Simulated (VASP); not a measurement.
Band structure of Re (hcp). Computed with vdW-DF-cx, VASP's PBE PAW potentials (set 64) (plane waves; VASP).

Unless said otherwise, spin-orbit coupling is left out, though it shifts the bands of the heavy elements here.

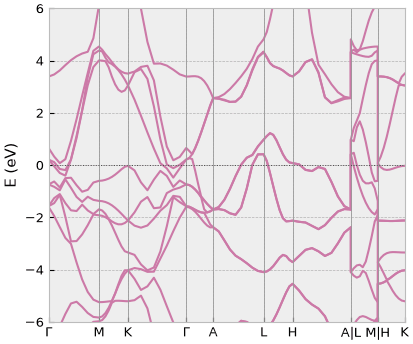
Fig. 1. Bands along high-symmetry lines, zero at the valence-band maximum or, without a gap, the Fermi level

Question: Read the plot: is there a gap, and where are the band edges?

Answer: It has no gap at this level: it comes out as a metal or semimetal. (Edges off the drawn lines would not show.)

The compound is Re in the hcp structure. It was relaxed first.
